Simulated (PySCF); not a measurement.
# SiH3Cl (SMILES [H][Si]([H])([H])Cl) at r2SCAN/STO-3G

What is the vertical ionisation energy of SiH3Cl at r2SCAN/STO-3G? The job is set up through a Python script.

Program for the calculation: PySCF 2.14.0.

10 further runs of the same task are left out: 1 that didn't finish, 9 set aside as unsound or not needed.

### Step 1. The system as given

The species is SiH3Cl (5 atoms), meant as a singlet with charge 0. As SMILES, `[H][Si]([H])([H])Cl`. The shape is that of a GFN2-xTB optimisation.

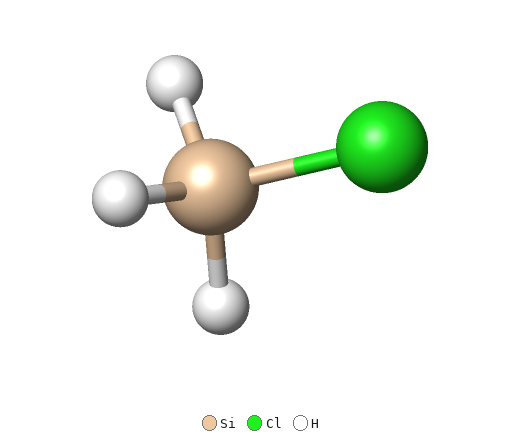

The structure, seen from a chosen angle (silicon light orange, chlorine green, hydrogen white).

### Step 2. A single-point energy at r2SCAN/STO-3G

The input, calc.py:

```python
# SiClH3
from pyscf import gto, dft

mol = gto.M(
    atom='''
Si     0.000290     0.001940    -0.129410
Cl     0.010690    -0.020840     1.880630
H      1.382330     0.011210    -0.594910
H     -0.700750     1.203700    -0.566480
H     -0.692550    -1.196020    -0.589840
''',
    verbose=3,
    max_memory=1860,
    basis='sto-3g',
)

calc0 = dft.RKS(mol, xc='r2scan')
calc0.grids.level = 5
calc0.conv_tol = 1e-10
calc0.kernel()
if not calc0.converged:
    calc0 = calc0.newton().run(calc0.mo_coeff, calc0.mo_occ)

energy = calc0.e_tot
print('Final energy', energy)
```

Launch:

```console
OMP_NUM_THREADS=1 python calc.py
```

The program printed:

```text
converged SCF energy = -743.129056909211
Final energy -743.1290569092115
```

It took 3.6 s on 1 thread of Arm Neoverse V1, shared host; peak memory 0.21 GiB.

### Step 3. The doublet cation at the same level

The input, run.py:

```python
from pyscf import gto, dft

mol = gto.Mole()
mol.atom = '''
Si       0.000290       0.001940      -0.129410
Cl       0.010690      -0.020840       1.880630
H        1.382330       0.011210      -0.594910
H       -0.700750       1.203700      -0.566480
H       -0.692550      -1.196020      -0.589840
'''
mol.basis = 'sto-3g'
mol.charge = 1
mol.verbose = 3
mol.max_memory = 1860
mol.spin = 1
mol.build()

myscf = dft.UKS(mol)
myscf.xc = 'r2scan'
myscf.grids.level = 5
myscf.conv_tol = 1e-10
myscf.kernel()
if not myscf.converged:
    myscf = myscf.newton().run(myscf.mo_coeff, myscf.mo_occ)

e_tot = myscf.e_tot
print('E(%s) = %.9f' % ('R2SCAN', e_tot))
```

Launch:

```console
OMP_NUM_THREADS=1 python run.py
```

The program printed:

```text
WARN: HOMO -0.344934349533465 >= LUMO -0.344934349533466

WARN: HOMO -0.518190114697749 >= LUMO -0.517251886908351

WARN: HOMO -0.52113496869608 >= LUMO -0.520999707555575

WARN: HOMO -0.520520606807522 >= LUMO -0.520203578716975

converged SCF energy = -742.759607757379  <S^2> = 0.75338582  2S+1 = 2.003383
E(R2SCAN) = -742.759607757
```

It took 12 s on 1 thread of Arm Neoverse V1, shared host; peak memory 0.23 GiB.

### Step 4. Outcome

Level: r2SCAN/STO-3G.

| quantity | value |
| --- | --- |
| singlet SiH3Cl: total energy | -743.12906 Eh |
| singlet SiH3Cl: dipole moment | 2.44 D |
| singlet SiH3Cl: HOMO energy | -5.55 eV |
| singlet SiH3Cl: LUMO energy | 4.39 eV |
| singlet SiH3Cl: HOMO–LUMO gap | 9.94 eV |
| doublet cation: total energy | -742.75961 Eh |
| doublet cation: HOMO energy (highest over α and β) | -14.22 eV |
| doublet cation: LUMO energy (lowest over α and β) | -14.16 eV |
| doublet cation: ⟨S²⟩ | 0.753 |
| vertical ionisation energy (to the doublet cation) | 10.053 eV |

Removing an electron at fixed nuclei costs 10.05 eV (232 kcal/mol). The negative HOMO energy of the first species, 5.55 eV, lies 4.50 eV below that difference. In a minimal basis such a difference can be off by several eV, whatever the method.
